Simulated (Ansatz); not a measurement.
```yaml
crystal:
  lattice:
    - [3.17662, 0.00000, 0.00000]
    - [0.00000, 3.17662, 0.00000]
    - [0.00000, 0.00000, 18.10608]
  atoms:
    - { symbol: Ta, position: [0.50000, 0.50000, 0.29374] }
    - { symbol: Ta, position: [0.00000, 0.00000, 0.79374] }
    - { symbol: Ta, position: [0.00000, 0.00000, 0.20626] }
    - { symbol: Ta, position: [0.50000, 0.50000, 0.70626] }
    - { symbol: Nb, position: [0.50000, 0.50000, 0.11778] }
    - { symbol: Nb, position: [0.00000, 0.00000, 0.61778] }
    - { symbol: Nb, position: [0.00000, 0.00000, 0.38222] }
    - { symbol: Nb, position: [0.50000, 0.50000, 0.88222] }
    - { symbol: Nb, position: [0.00000, 0.00000, 0.00000] }
    - { symbol: Nb, position: [0.50000, 0.50000, 0.50000] }
    - { symbol: B, position: [0.50000, 0.50000, 0.00000] }
    - { symbol: B, position: [0.00000, 0.00000, 0.50000] }
```

Space group I4/mmm; a generated structure, not necessarily the stable one; changed on purpose from its base cell (volume × 0.91, shape and atoms relaxed); computed pressure about 21 GPa in this cell.

Theory: DFT PBE, scalar-relativistic, plane waves, PAW (Ansatz).

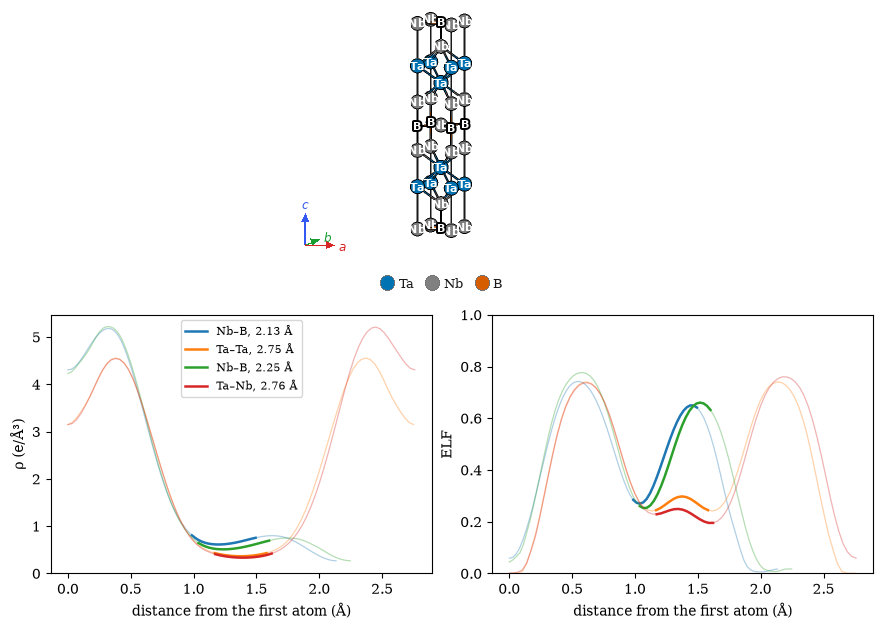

Ta2Nb3B. Valence pseudo-density and ELF along straight lines between neighbouring atoms. Thin, pale parts lie inside the atomic spheres. The structure is drawn too.

In a PAW calculation such maps are meaningful between the atoms, not at the nuclei.

Compare the contacts.

Answer. Nb–B (2.13 Å): the density is about 0.67 e/Å³ at the midpoint; the ELF peaks at about 0.65 in the valence shell of B, 0.7 Å from its nucleus, and drops to about 0.25 between the two atoms.
Ta–Ta (2.75 Å): ρ is about 0.36 e/Å³ halfway; the ELF is about 0.30 at the midpoint (no localised pair shows between them).
Nb–B (2.25 Å): ρ is about 0.55 e/Å³ halfway; the ELF peaks at about 0.65 in the valence shell of B, 0.7 Å from its nucleus, and is about 0.25 at the midpoint.
Ta–Nb (2.76 Å): ρ at the midpoint is about 0.34 e/Å³; the ELF is about 0.25 at the midpoint; no localised pair shows between them.
